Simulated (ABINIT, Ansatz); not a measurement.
**SnO2 (P-3m1): modes at Γ and the response to a field**

Which modes does SnO2 (P-3m1) have at the zone centre?

Calculated with ABINIT 10.8.3; DFT LDA, scalar-relativistic, plane waves, PseudoDojo norm-conserving pseudopotentials.

The structure was built from a prototype and need not be the compound's stable phase.

### 1. Starting point

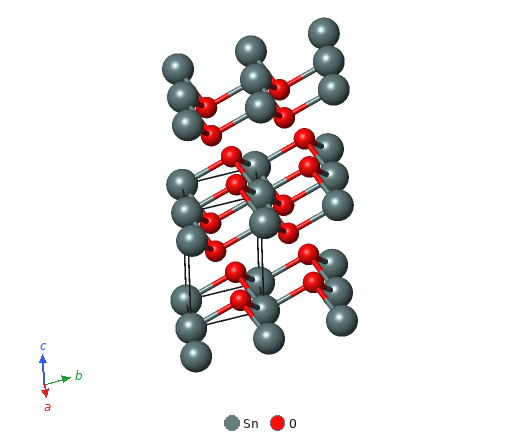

Start, viewed slightly off an axis; tin teal, oxygen red. 2×2×2 cells are drawn. Bonds to atoms that aren't drawn are left out. Some periodic images of atoms are drawn too.

### 2. Relaxation

The harmonic expansion needs vanishing forces, and a free crystal bears no stress, so cell and atoms are brought to rest. Stress is more sensitive to the basis than forces are: the last 3 Ha under the cutoff are smoothed with ecutsm, and the cutoff is raised above that of the later runs.

The starting cell comes from a relaxation made beforehand in Ansatz (LDA, PseudoDojo NC).

File relax.abi:

```
# relaxation
ionmov 2
optcell 2
dilatmx 1.08
ntime 40
tolmxf 1.0d-05
tolvrs 1.0d-14
prtwf 0
prtden 0
chksymtnons 0

# basis, mesh and filling
ecut 44.0
ecutsm 3.0
ngkpt 9 9 6
nshiftk 1
shiftk 0.0 0.0 0.0
istwfk *1
occopt 1
nband 13
nstep 100
diemac 9.0
prtebands 0
prtgsr 0
useylm 1

# cell and atoms
acell 3*1.0 Angstrom
rprim 
    3.18109318 0.0 0.0
    -1.59054659 2.754907505 0.0
    0.0 0.0 4.457345439
ntypat 2
znucl 50 8
natom 3
typat 1 2 2
xred 
    0.0 0.0 0.0
    1/3 2/3 0.2215160675
    2/3 1/3 0.7784839325
pp_dirpath "./pseudo"
pseudos "Sn.upf, O.upf"
```

Run with:

```sh
$ OMP_NUM_THREADS=1 mpirun -n 4 abinit relax.abi > relax.log
```

Numbers of over 12 decimals in the logs are rounded to 6 here.

relax.abo, the main output file:

```text
[banners, grids, parts of the stress and lines that vanish by symmetry left out]
- input  file    -> relax.abi
- output file    -> relax.abo
- root for input  files -> relaxi
[...]
Symmetries : space group P-3 m 1 (#164); Bravais hP (primitive hexag.)
[...]
mpw =        4653          nfft =       96000          nkpt =          62
[...]
== DATASET  1 ==================================================================
[...]
cutoff_energies: {ecut:  44.0, pawecutdg:  -1.0, }
[...]
ETOT  1  -110.67871341769    -1.107E+02 3.099E-01 4.837E+02
 ETOT  2  -111.57439519827    -8.957E-01 8.244E-02 8.347E+01
 ETOT  3  -111.59081350612    -1.642E-02 6.251E-02 4.001E+01
 ETOT  4  -111.59656930433    -5.756E-03 1.179E-03 9.212E+00
 ETOT  5  -111.59814758397    -1.578E-03 3.927E-05 1.545E-02
[...]
At SCF step   19       vres2   =  1.14E-15 < tolvrs=  1.00E-14 =>converged.
[...]
sigma(1 1)= -6.18740349E-07  sigma(3 2)=  0.00000000E+00
  sigma(2 2)= -6.18731965E-07  sigma(3 1)=  0.00000000E+00
  sigma(3 3)= -6.52104148E-07  sigma(2 1)=  0.00000000E+00
[...]
convergence: {deltae: -1.734E-12, res2:  1.137E-15, residm:  6.676E-14, diffor: null, }
etotal    :  -1.11598159E+02
[...]
ETOT  1  -111.59815880062    -1.116E+02 8.408E-11 3.158E-03
[...]
At SCF step   11       vres2   =  1.06E-16 < tolvrs=  1.00E-14 =>converged.
[...]
sigma(1 1)= -1.26763675E-07  sigma(3 2)=  0.00000000E+00
  sigma(2 2)= -1.26755292E-07  sigma(3 1)=  0.00000000E+00
  sigma(3 3)= -3.31906294E-07  sigma(2 1)=  0.00000000E+00
[...]
convergence: {deltae: -8.527E-13, res2:  1.065E-16, residm:  2.863E-17, diffor: null, }
etotal    :  -1.11598159E+02
[...]
ETOT  1  -111.59815884927    -1.116E+02 4.986E-11 2.009E-03
[...]
At SCF step   10       vres2   =  6.28E-16 < tolvrs=  1.00E-14 =>converged.
[...]
sigma(1 1)=  2.09316540E-07  sigma(3 2)=  0.00000000E+00
  sigma(2 2)=  2.09324923E-07  sigma(3 1)=  0.00000000E+00
  sigma(3 3)= -4.79701495E-08  sigma(2 1)=  0.00000000E+00
[...]
convergence: {deltae: -2.359E-12, res2:  6.284E-16, residm:  3.243E-18, diffor: null, }
etotal    :  -1.11598159E+02
[...]
ETOT  1  -111.59815892270    -1.116E+02 1.703E-11 1.189E-04
[...]
At SCF step    9       vres2   =  3.07E-15 < tolvrs=  1.00E-14 =>converged.
[...]
sigma(1 1)=  2.27733588E-07  sigma(3 2)=  0.00000000E+00
  sigma(2 2)=  2.27741971E-07  sigma(3 1)=  0.00000000E+00
  sigma(3 3)=  4.31218916E-08  sigma(2 1)=  0.00000000E+00
[...]
convergence: {deltae: -2.061E-12, res2:  3.070E-15, residm:  1.377E-17, diffor: null, }
etotal    :  -1.11598159E+02
[...]
ETOT  1  -111.59815890870    -1.116E+02 1.421E-10 1.514E-04
[...]
sigma(1 1)=  1.03243546E-07  sigma(3 2)=  0.00000000E+00
  sigma(2 2)=  1.03251929E-07  sigma(3 1)=  0.00000000E+00
[...]
convergence: {deltae: -8.811E-13, res2:  7.161E-16, residm:  1.266E-16, diffor: null, }
etotal    :  -1.11598159E+02
[...]
ETOT  1  -111.59815892856    -1.116E+02 4.299E-10 4.886E-05
[...]
convergence: {deltae: -2.260E-12, res2:  4.470E-15, residm:  1.269E-17, diffor: null, }
etotal    :  -1.11598159E+02
[...]
ETOT  1  -111.59815893006    -1.116E+02 5.040E-08 3.645E-05
[...]
convergence: {deltae:  3.894E-12, res2:  1.757E-15, residm:  4.872E-18, diffor: null, }
etotal    :  -1.11598159E+02
[...]
ETOT  1  -111.59815892583    -1.116E+02 1.031E-07 6.418E-05
[...]
convergence: {deltae:  3.681E-12, res2:  8.516E-17, residm:  3.268E-17, diffor: null, }
etotal    :  -1.11598159E+02
[...]
ETOT  1  -111.59815890070    -1.116E+02 5.137E-09 2.213E-04
[...]
convergence: {deltae:  2.231E-12, res2:  1.643E-15, residm:  1.415E-16, diffor: null, }
etotal    :  -1.11598159E+02
[...]
ETOT  1  -111.59815886628    -1.116E+02 5.758E-10 4.832E-04
[...]
convergence: {deltae:  4.761E-12, res2:  3.574E-15, residm:  1.253E-16, diffor: null, }
etotal    :  -1.11598159E+02
[...]
ETOT  1  -111.59815889487    -1.116E+02 1.715E-10 4.160E-04
[...]
At SCF step    9       vres2   =  2.40E-15 < tolvrs=  1.00E-14 =>converged.
[...]
sigma(2 2)= -1.05485060E-07  sigma(3 1)=  0.00000000E+00
  sigma(3 3)= -4.49062260E-08  sigma(2 1)=  0.00000000E+00
[...]
convergence: {deltae: -3.553E-12, res2:  2.400E-15, residm:  8.219E-16, diffor: null, }
etotal    :  -1.11598159E+02
[...]
ETOT  1  -111.59815893354    -1.116E+02 4.078E-12 7.734E-05
[...]
ETOT  7  -111.59815893677    -1.549E-12 1.574E-15 4.934E-13
 ETOT  8  -111.59815893677    -1.378E-12 2.442E-16 7.166E-15
 At SCF step    8       vres2   =  7.17E-15 < tolvrs=  1.00E-14 =>converged.
[...]
sigma(1 1)= -2.26019422E-08  sigma(3 2)=  0.00000000E+00
  sigma(2 2)= -2.25935563E-08  sigma(3 1)=  0.00000000E+00
  sigma(3 3)= -1.45312995E-08  sigma(2 1)=  0.00000000E+00
[...]
convergence: {deltae: -1.378E-12, res2:  7.166E-15, residm:  2.442E-16, diffor: null, }
etotal    :  -1.11598159E+02
[...]
At Broyd/MD step  12, gradients are converged :
[...]
sigma(1 1)= -2.26019422E-08  sigma(3 2)=  0.00000000E+00
  sigma(2 2)= -2.25935563E-08  sigma(3 1)=  0.00000000E+00
  sigma(3 3)= -1.45312995E-08  sigma(2 1)=  0.00000000E+00
[...]
- sigma(1 1)= -6.64972096E-04  sigma(3 2)=  0.00000000E+00
- sigma(2 2)= -6.64725375E-04  sigma(3 1)=  0.00000000E+00
- sigma(3 3)= -4.27525593E-04  sigma(2 1)=  0.00000000E+00
[...]
fcart     -1.9111313713E-27 -1.1033922119E-27 -0.0000000000E+00
           strten     -2.2601942158E-08 -2.2593556262E-08 -1.4531299539E-08
================================================================================

[key lines of the parts left out:]
pressure_GPa:   5.8574E-04
Total energy (etotal) [Ha]= -1.11598158936772E+02
```

Run time: 8.3 min. Hardware: 4 MPI ranks of Intel Xeon Platinum 8375C at 2.90GHz (Ice Lake), shared host; 33 min of CPU time.

Little changed from the start: no atom moved by 0.005 Å and no cell edge by 0.1 %.

This step gave:

* volume per atom: 13.02 Å³
* pressure: 5.86e-4 GPa

### 3. Self-consistent run for the response

The response is built on these wavefunctions, so the potential is converged far more tightly than an energy would need. The mesh is shifted off Γ, since shifted meshes converge sums over the zone faster.

File gs.abi:

```
# ground state
tolvrs 1.0d-16
prtden 1
prtwf 1

# basis, mesh and filling
ecut 36.0
ngkpt 9 9 6
nshiftk 1
shiftk 0.0 0.0 0.5
istwfk *1
occopt 1
nband 13
nstep 100
diemac 9.0
prtebands 0
prtgsr 0
useylm 1

# cell and atoms
acell 3*1.0 Angstrom
rprim 
    3.181108205 0.0 0.0
    -1.590554103 2.754920518 0.0
    0.0 0.0 4.456859523
ntypat 2
znucl 50 8
natom 3
typat 1 2 2
xred 
    0.0 0.0 0.0
    1/3 2/3 0.2215813156
    2/3 1/3 0.7784186844
pp_dirpath "./pseudo"
pseudos "Sn.upf, O.upf"
```

Run with:

```sh
$ OMP_NUM_THREADS=1 mpirun -n 4 abinit gs.abi > gs.log
```

gs.abo, the main output file:

```text
[banners, grids, parts of the stress and lines that vanish by symmetry left out]
- input  file    -> gs.abi
- output file    -> gs.abo
- root for input  files -> gsi
[...]
Symmetries : space group P-3 m 1 (#164); Bravais hP (primitive hexag.)
[...]
mpw =        2736          nfft =       62208          nkpt =          57
[...]
== DATASET  1 ==================================================================
[...]
cutoff_energies: {ecut:  36.0, pawecutdg:  -1.0, }
[...]
ETOT  1  -110.78177752573    -1.108E+02 3.325E-01 2.817E+02
 ETOT  2  -111.57746043343    -7.957E-01 1.655E-01 3.460E+01
 ETOT  3  -111.59076259724    -1.330E-02 2.859E-03 2.356E+01
 ETOT  4  -111.59418968179    -3.427E-03 5.204E-04 1.265E+01
 ETOT  5  -111.59743065238    -3.241E-03 7.358E-05 6.923E-03
[...]
ETOT 19  -111.59744649980     2.558E-13 2.377E-15 3.717E-15
 ETOT 20  -111.59744649980    -3.553E-13 4.601E-16 7.323E-18
 At SCF step   20       vres2   =  7.32E-18 < tolvrs=  1.00E-16 =>converged.
[...]
sigma(1 1)=  3.28870214E-05  sigma(3 2)=  0.00000000E+00
  sigma(2 2)=  3.28870179E-05  sigma(3 1)=  0.00000000E+00
  sigma(3 3)=  3.50421516E-05  sigma(2 1)=  3.06460937E-12
[...]
convergence: {deltae: -3.553E-13, res2:  7.323E-18, residm:  4.601E-16, diffor: null, }
etotal    :  -1.11597446E+02
[...]
sigma(1 1)=  3.28870214E-05  sigma(3 2)=  0.00000000E+00
  sigma(2 2)=  3.28870179E-05  sigma(3 1)=  0.00000000E+00
  sigma(3 3)=  3.50421516E-05  sigma(2 1)=  3.06460937E-12
[...]
- sigma(1 1)=  9.67569575E-01  sigma(3 2)=  0.00000000E+00
- sigma(2 2)=  9.67569473E-01  sigma(3 1)=  0.00000000E+00
- sigma(3 3)=  1.03097570E+00  sigma(2 1)=  9.01639204E-08
[...]
fcart      1.1944571064E-27  3.7239487123E-27 -0.0000000000E+00
           strten      3.2887021399E-05  3.2887017931E-05  3.5042151636E-05
================================================================================

[key lines of the parts left out:]
pressure_GPa:  -9.8870E-01
```

Elapsed: 47 s, on 4 MPI ranks.

Numbers from this step:

```
pressure : -0.9887 GPa
```

The cell stands at -0.99 GPa: the relaxation ran with a smoothed and higher cutoff and on another k mesh.

### 4. Empty bands

Empty bands on the ground state's density check that the gap assumed so far is there in this cell.

File gap.abi:

```
# empty bands on the ground state's density
iscf -2
getden_filepath "gso_DEN"
tolwfr 1.0d-12
nbdbuf 2
prtwf 0

# basis, mesh and filling
ecut 36.0
ngkpt 9 9 6
nshiftk 1
shiftk 0.0 0.0 0.0
istwfk *1
occopt 1
nband 17
nstep 100
diemac 9.0
prtebands 0
prtgsr 0
useylm 1

# cell and atoms
acell 3*1.0 Angstrom
rprim 
    3.181108205 0.0 0.0
    -1.590554103 2.754920518 0.0
    0.0 0.0 4.456859523
ntypat 2
znucl 50 8
natom 3
typat 1 2 2
xred 
    0.0 0.0 0.0
    1/3 2/3 0.2215813156
    2/3 1/3 0.7784186844
pp_dirpath "./pseudo"
pseudos "Sn.upf, O.upf"
```

Run with:

```sh
$ OMP_NUM_THREADS=1 mpirun -n 4 abinit gap.abi > gap.log
```

gap.abo, the main output file:

```text
[banners, grids, parts of the stress and lines that vanish by symmetry left out]
- input  file    -> gap.abi
- output file    -> gap.abo
- root for input  files -> gapi
[...]
Symmetries : space group P-3 m 1 (#164); Bravais hP (primitive hexag.)
[...]
mpw =        2736          nfft =       62208          nkpt =          62
[...]
== DATASET  1 ==================================================================
[...]
cutoff_energies: {ecut:  36.0, pawecutdg:  -1.0, }
[...]
-outvars: echo values of variables after computation
            acell      1.8897261259E+00  1.8897261259E+00  1.8897261259E+00 Bohr
================================================================================
```

Wall time 22 s (4 MPI ranks).

This step gave:

```yaml
gap_on_the_k_mesh: 1.870 eV
```

In this cell the gap on the mesh is 1.9 eV, indirect (smallest direct 1.9 eV), so fixed occupations hold.

### 5. Zone-centre response

The derivative of the wavefunctions by k comes first, since the response to a field is built on it; then the field and the displacements that symmetry doesn't supply are solved at q = 0.

It reads the wavefunctions written in step 3.

File dfpt_gamma.abi:

```
ndtset 2

# common to the responses
getwfk_filepath "gso_WFK"
kptopt 2
nqpt 1
qpt 0.0 0.0 0.0
asr 0
chneut 0

# d/dk
rfelfd1 2
rfdir1 1 1 1
iscf1 -3
tolwfr1 1.0d-20

# displacements, field
rfphon2 1
rfatpol2 1 3
rfdir2 1 1 1
rfelfd2 3
getddk2 1
tolvrs2 1.0d-10
prtwf2 0

# basis, mesh and filling
ecut 36.0
ngkpt 9 9 6
nshiftk 1
shiftk 0.0 0.0 0.5
istwfk *1
occopt 1
nband 13
nstep 100
diemac 9.0
prtebands 0
prtgsr 0
useylm 1

# cell and atoms
acell 3*1.0 Angstrom
rprim 
    3.181108205 0.0 0.0
    -1.590554103 2.754920518 0.0
    0.0 0.0 4.456859523
ntypat 2
znucl 50 8
natom 3
typat 1 2 2
xred 
    0.0 0.0 0.0
    1/3 2/3 0.2215813156
    2/3 1/3 0.7784186844
pp_dirpath "./pseudo"
pseudos "Sn.upf, O.upf"
```

Run with:

```sh
$ OMP_NUM_THREADS=1 mpirun -n 4 abinit dfpt_gamma.abi > dfpt_gamma.log
```

dfpt_gamma.abo, the main output file:

```text
[banners, grids, parts of the stress and lines that vanish by symmetry left out]
- input  file    -> dfpt_gamma.abi
- output file    -> dfpt_gamma.abo
- root for input  files -> dfpt_gammai
[...]
DATASET    1 : space group P-3 m 1 (#164); Bravais hP (primitive hexag.)
[...]
nfft =       62208          nkpt =         243
[...]
DATASET    2 : space group P-3 m 1 (#164); Bravais hP (primitive hexag.)
[...]
nfft =       62208          nkpt =         243
[...]
== DATASET  1 ==================================================================
[...]
cutoff_energies: {ecut:  36.0, pawecutdg:  -1.0, }
[...]
-  8.00000   6.00000  201201                  znucl, zion, pspdat
[...]
Perturbation : derivative vs k along direction   1
[...]
-ETOT  1  -65.127347651991     -6.513E+01 1.333E+00 0.000E+00
 ETOT  2  -65.471033491958     -3.437E-01 5.295E-02 0.000E+00
 ETOT  3  -65.486778356033     -1.574E-02 7.328E-03 0.000E+00
 ETOT  4  -65.487930021264     -1.152E-03 4.715E-04 0.000E+00
 ETOT  5  -65.488038430548     -1.084E-04 6.663E-05 0.000E+00
[...]
At SCF step   29   max residual=  1.00E-20 < tolwfr=  1.00E-20 =>converged.
[...]
Perturbation : derivative vs k along direction   2
[...]
-ETOT  1  -65.124223207571     -6.512E+01 7.991E-01 0.000E+00
[...]
At SCF step   29   max residual=  1.00E-20 < tolwfr=  1.00E-20 =>converged.
[...]
Perturbation : derivative vs k along direction   3
[...]
-ETOT  1  -24.958552766159     -2.496E+01 1.441E-01 0.000E+00
[...]
At SCF step   31   max residual=  9.99E-21 < tolwfr=  1.00E-20 =>converged.
[...]
1        1       1.1729404623    0.0000000000
     1        2      -0.4063184950   -0.0000000000
     1        3       0.0000000000    0.0000000000
     2        1      -0.4063184950   -0.0000000000
     2        2       0.7037642772    0.0000000000
     2        3       0.0000000000    0.0000000000
     3        1       0.0000000000    0.0000000000
     3        2       0.0000000000    0.0000000000
     3        3       0.6276203067    0.0000000000
[...]
== DATASET  2 ==================================================================
[...]
cutoff_energies: {ecut:  36.0, pawecutdg:  -1.0, }
[...]
Perturbation : displacement of atom   1   along direction   1
[...]
-ETOT  1   9.288910     -1.206E+04 1.353E+01 9.690E+01
[...]
At SCF step   11       vres2   =  1.39E-11 < tolvrs=  1.00E-10 =>converged.
[...]
Perturbation : displacement of atom   1   along direction   3
[...]
-ETOT  1   24.091725552178     -2.401E+04 3.002E+01 2.191E+04
[...]
At SCF step   14       vres2   =  1.42E-11 < tolvrs=  1.00E-10 =>converged.
[...]
Perturbation : displacement of atom   2   along direction   1
[...]
-ETOT  1   7.192136     -2.099E+03 1.463E+00 2.174E+03
[...]
At SCF step   14       vres2   =  1.30E-11 < tolvrs=  1.00E-10 =>converged.
[...]
Perturbation : displacement of atom   2   along direction   3
[...]
-ETOT  1   14.378181182673     -4.399E+03 1.762E+00 9.486E+03
[...]
At SCF step   17       vres2   =  4.14E-11 < tolvrs=  1.00E-10 =>converged.
[...]
Perturbation : homogeneous electric field along direction   1
[...]
-ETOT  1  -107.80620315931     -1.078E+02 2.637E+01 3.362E+03
[...]
At SCF step   15       vres2   =  2.49E-11 < tolvrs=  1.00E-10 =>converged.
[...]
Perturbation : homogeneous electric field along direction   3
[...]
-ETOT  1  0.607620      6.076E-01 1.752E+01 1.276E+05
[...]
ETOT 16  -24.103540692239     -1.904E-11 2.255E-10 2.258E-10
 ETOT 17  -24.103540692243     -4.157E-12 4.950E-11 6.283E-11
 At SCF step   17       vres2   =  6.28E-11 < tolvrs=  1.00E-10 =>converged.
[...]
Dielectric tensor, in cartesian coordinates,
[...]
1    5   1    5         4.6442526465        -0.0000000000
   1    5   2    5        -0.0000000007        -0.0000000000
   1    5   3    5        -0.0000000000        -0.0000000000
   2    5   1    5        -0.0000000007        -0.0000000000
   2    5   2    5         4.6442526472        -0.0000000000
   2    5   3    5        -0.0000000000        -0.0000000000
   3    5   1    5        -0.0000000000        -0.0000000000
   3    5   2    5        -0.0000000000        -0.0000000000
   3    5   3    5         3.0647786783        -0.0000000000
  Effective charges, in cartesian coordinates,
[...]
1    1   1    5         4.5276529284         0.0000000000
   2    1   1    5        -0.0000000000         0.0000000000
   3    1   1    5         0.0000000000         0.0000000000
   1    2   1    5        -2.2646109329         0.0000000000
   2    2   1    5        -0.0000000000         0.0000000000
[...]
Effective charges, in cartesian coordinates,
[...]
2    5   1    3         0.0000000000         0.0000000000
   3    5   1    3         0.0000000000         0.0000000000
   1    5   2    3         0.0000000000         0.0000000000
   2    5   2    3        -2.2646109204         0.0000000000
   3    5   2    3         0.0000000000         0.0000000000
   1    5   3    3         0.0000000000         0.0000000000
   2    5   3    3         0.0000000000         0.0000000000
   3    5   3    3        -1.0742606342         0.0000000000
  Phonon wavevector (reduced coordinates) :  0.00000  0.00000  0.00000
 Phonon energies in Hartree :
[...]
Phonon frequencies in cm-1    :
- -2.239216E+00  1.333592E+00  1.333592E+00  4.136848E+02  4.136848E+02
-  4.629846E+02  4.668268E+02  4.668268E+02  4.978229E+02
  Phonon at Gamma, with non-analyticity in the
[...]
Phonon energies in Hartree :
[...]
Phonon frequencies in cm-1    :
- -2.239216E+00  1.333592E+00  1.334169E+00  4.136848E+02  4.629846E+02
-  4.668268E+02  4.668268E+02  4.978229E+02  6.260031E+02
  Phonon at Gamma, with non-analyticity in the
[...]
Phonon energies in Hartree :
[...]
Phonon frequencies in cm-1    :
- -2.239216E+00  1.333592E+00  1.334169E+00  4.136848E+02  4.629846E+02
-  4.668268E+02  4.668268E+02  4.978229E+02  6.260031E+02
  Phonon at Gamma, with non-analyticity in the
[...]
Phonon energies in Hartree :
[...]
Phonon frequencies in cm-1    :
- -2.239207E+00  1.333592E+00  1.333592E+00  4.136848E+02  4.136848E+02
-  4.668268E+02  4.668268E+02  4.978229E+02  5.381863E+02
[...]
fcart2     0.0000000000E+00  0.0000000000E+00  0.0000000000E+00
           strten2     0.0000000000E+00  0.0000000000E+00  0.0000000000E+00
================================================================================
```

Elapsed: 20 min, on 4 MPI ranks; 79 min of CPU time.

Numbers from this step:

| Quantity | Value |
| --- | --- |
| miss of the charge sum rule | 0.001569 e |
| largest acoustic frequency at the zone centre before the sum rule | -2.24 cm⁻¹ |
| highest optical zone-centre mode (no LO-TO term) | 497.8 cm⁻¹ |
| lowest optical zone-centre mode | 413.7 cm⁻¹ |
| mean high-frequency dielectric constant | 4.118 |
| largest Born charge in size (third of the trace) | 3.735 e |

Born charge (rows field, columns displacement), before the sum rule (e), principal values of the symmetric part by kind of site:

```
atom  atoms with these values    low  middle   high   mean
 Sn1                        1   2.15    4.53   4.53   3.73
  O2                        2  -2.26   -2.26  -1.07  -1.87
```

In full for Sn1:

```
4.53 0.00 0.00
0.00 4.53 0.00
0.00 0.00 2.15
```

High-frequency dielectric tensor:

```
4.64 0.00 0.00
0.00 4.64 0.00
0.00 0.00 3.06
```

The acoustic modes at Γ come out as far as 2.2 cm⁻¹ from zero, where they should vanish, a small numerical error; the Born charges miss their sum rule by 0.0016 e, which is good.

(Continued in part 2 of 3.)

[Host names and launcher messages were left out of these logs when they were recorded.]

[Logs are printed without paths, hosts, clocks, repeated set-up lines and the standing remarks that a program may print on its own settings, such as how far it seeks lower states.]

[Hosts, paths, dates, database ids (printed as entryN), source tags and the programs' standing remarks are cut or masked in the printed files.]
